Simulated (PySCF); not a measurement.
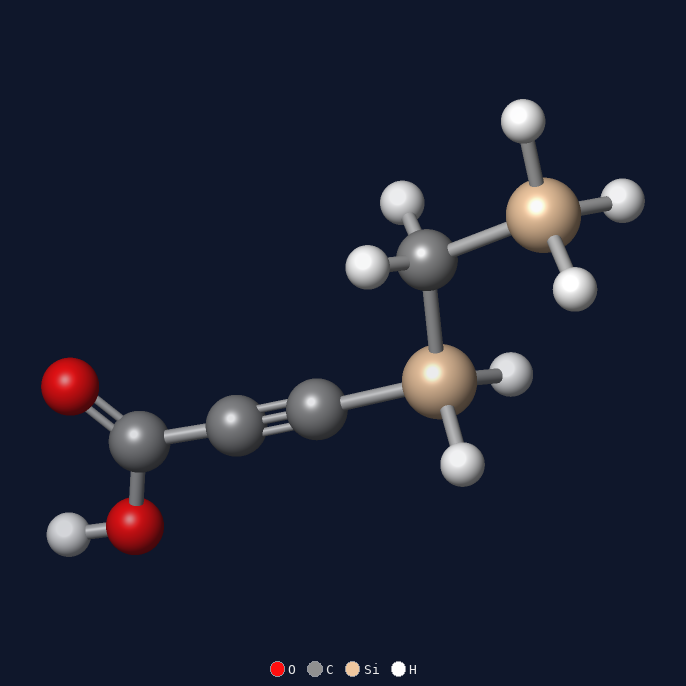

Computed geometry: GFN2-xTB optimisation. No frequency run is at hand to confirm it as a minimum. Level of theory: PBE0/def2-SVPD, gas phase (PySCF 2.14.0). Excitations: vertical, linear response.

What does the calculation give?

The species is C₄H₈O₂Si₂ (`O=C(O)C#C[SiH2]C[SiH3]`).
- dipole moment: 1.31 D
- HOMO energy (Kohn–Sham orbital): −8.22 eV
- LUMO energy (Kohn–Sham orbital): −1.77 eV
- HOMO–LUMO gap: 6.46 eV
- mean static polarisability: 112.9 bohr³
- lowest vertical singlet excitation: 4.61 eV
- its oscillator strength: 0.000
- brightest of the 8 lowest singlets: 7.20 eV
- its oscillator strength: 0.54

The geometry is semi-empirical. Around Si such bond lengths and angles can be off by a tenth of an ångström or more and by several degrees, and values that hang on the shape move with them.
